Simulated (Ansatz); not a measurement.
The starting structures come from a database of crystals and need not be the phases stable at ambient conditions.

 Where the default PAW files enter, the runs use the earlier of Ansatz's two default sets.

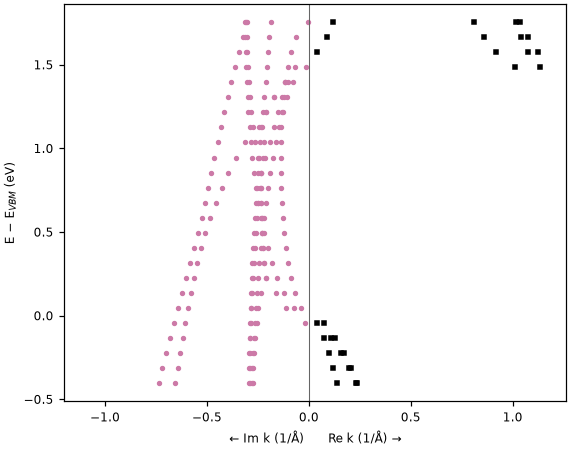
Figure. Complex bands at the centre of the two-dimensional zone; PBEsol (Ansatz, a first-principles code)

The gap is the functional's own, uncorrected, and κ follows it; spin-orbit coupling is left out. Mid-gap values are interpolated between the computed energies.

Question: This is AlGaP2 (P-4m2, not sure to be the ambient phase, 4 atoms a cell, 20.4 Å³ an atom) along the normal of (110). Read off the slowest decay at the centre of the two-dimensional zone at 0.77 eV, the computed energy nearest the middle of the gap.

Answer: κ ≈ 0.14 1/Å, a decay length 1/(2κ) of the density of 3.7 Å.
